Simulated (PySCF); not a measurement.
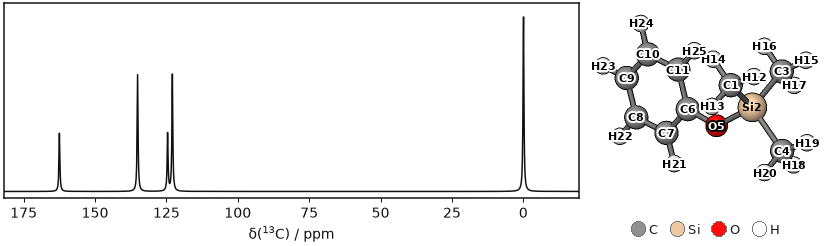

Spectrum and numbered structure of C₉H₁₄OSi, SMILES C[Si](C)(C)Oc1ccccc1. GIAO shifts, mPW1PW91/pcSseg-1 in PySCF, at a PBE0-D3(BJ)/def2-SVP geometry (no frequency check), against TMS for ¹³C computed at the same level. Gas phase, fully decoupled, line heights follow the number of nuclei, widths are arbitrary (no quadrupolar broadening); values of one conformer, averaged over nuclei that symmetry or rotation about single bonds exchange, these motions taken as fast; other conformers aren't averaged in.

Which ¹³C nuclei are the least shielded, and which the most?

Least shielded: C6 at 162.5 ppm. Most shielded: C1, C3 and C4 at −0.1 ppm.
